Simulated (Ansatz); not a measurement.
Base system: SiO$_{2}$ (space group R32, No. 155; a = 7.995 Å, c = 7.862 Å (hexagonal axes); a cell from a computed database, its experimental status unchecked). Axes: x lies along a and z along c of the hexagonal cell.

Now apply this change: tensile biaxial strain of 1.02 % in the plane normal to [001], as in epitaxy on a mismatched substrate; the out-of-plane cell vector and the atoms relax.

All numbers come from Ansatz (an electronic-structure program) PBEsol, no spin-orbit coupling.

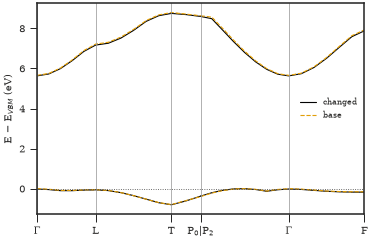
Figure: Highest valence and lowest conduction band along the path, each from its own valence-band maximum

From the figure, how large is the changed gap, and is it direct?

About 5.6 eV, indirect, P₂–Γ (50 % along) → Γ.

Whether these cells are dynamically stable was not tested.
